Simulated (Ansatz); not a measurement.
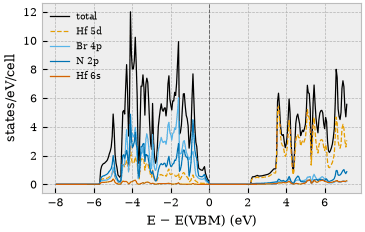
*Total and projected density of states of HfBrN in space group R-3m (No. 166; Hf on 6c, Br on 6c, N on 6c), plane-wave PAW r²SCAN+D4 (Ansatz code)*

Problem. Which orbitals carry the states next to the gap?

Solution. Top 1 eV of the valence band: N 2p 55 %, Br 4p 35 %, Hf 5d 8 %. Bottom 1 eV of the conduction band: Hf 5d 80 %, N 2p 12 %. Projections are on Löwdin-orthogonalised atomic valence shells; empty p or d shells of many metals are not among them.

Problem. Where is the tallest occupied peak in this window, and what makes it?

Solution. Near -4.1 eV, about 12 states/eV per cell; the largest projected share is N 2p.

The workflow started from a Materials Project entry (that database holds measured and hypothetical structures alike); the Crystallography Open Database copy checked does not list it. COD files the formula under space group No. 59, so this cell is another polymorph or a model. Its standing as an ambient phase is unchecked. The cell was relaxed with r²SCAN+D4 under the symmetry of its start; its stability against distortions is not shown here. The run is not spin-polarised. Spin–orbit coupling is left out wherever it is not named.

Potentials: the later of the program's two PAW sets.
